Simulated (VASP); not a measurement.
Band structure of ZnO (wurtzite). Method: PBE GGA with D4 dispersion, VASP's PBE PAW potentials (set 64) (plane waves; VASP).

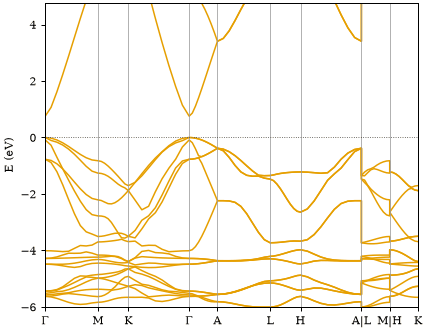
Fig. 1. Bands along high-symmetry lines, zero at the valence-band maximum or, without a gap, the Fermi level

Problem. Read the plot: is there a gap, and where are the band edges?

Solution. The gap is direct, 0.76 eV, from the valence maximum at Γ to the conduction minimum at Γ. (Edges off the drawn lines would not show.)

Measured: gap 3.60 eV (computed value off by -2.84 eV), as given by Wei Chen et al., Physical Review Materials (2018), doi:10.1103/physrevmaterials.2.073803 [zero-point renormalisation of 0.16 eV added back (the table's ZPR column)].

The compound is ZnO in the wurtzite structure. It was relaxed first.
